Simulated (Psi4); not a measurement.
Approach curve of the dimer H2 ··· CH3Cl (SMILES [H][H] and CCl). Monomers: optimised at B3LYP-D3(BJ) (def2-TZVP), held rigid. Orientation: lowest of the rigid-body minima from ten starts at GFN2-xTB. R is the distance of the centres of mass, along which the second monomer moves.

SAPT0/jun-cc-pVDZ, frozen core (Psi4); MP2/aug-cc-pVTZ = DF-MP2/aug-cc-pVTZ, frozen core, counterpoise-corrected (Psi4); revPBE/def2-TZVP, counterpoise-corrected (Psi4); PBE/def2-TZVP, counterpoise-corrected (Psi4); CCSD(T)/aug-cc-pVDZ = DF-CCSD(T)/aug-cc-pVDZ, frozen core, counterpoise-corrected (Psi4).

Cost and agreement with CCSD(T)/aug-cc-pVDZ over the 12 points of the scan, with CCSD(T)/aug-cc-pVDZ as yardstick. Costs are rough ratios of core time within Psi4 on shared cores, each with its mean field (Kohn-Sham runs search longer for lower solutions than correlated ones do); the miss is the largest difference from CCSD(T) of the interaction energy, in kJ/mol.

Q: Which is the cheapest of these levels that stays within 1.9 kJ/mol of CCSD(T)/aug-cc-pVDZ?

A: SAPT0/jun-cc-pVDZ.

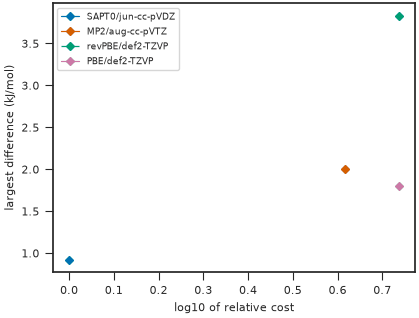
Figure: Miss against cost, one point a level.

```tsv
level	relative cost	largest difference
SAPT0/jun-cc-pVDZ	1	0.92
MP2/aug-cc-pVTZ	4	2.01
revPBE/def2-TZVP	5	3.83
PBE/def2-TZVP	5	1.80
```

Costs within a factor of two of each other count as equal.
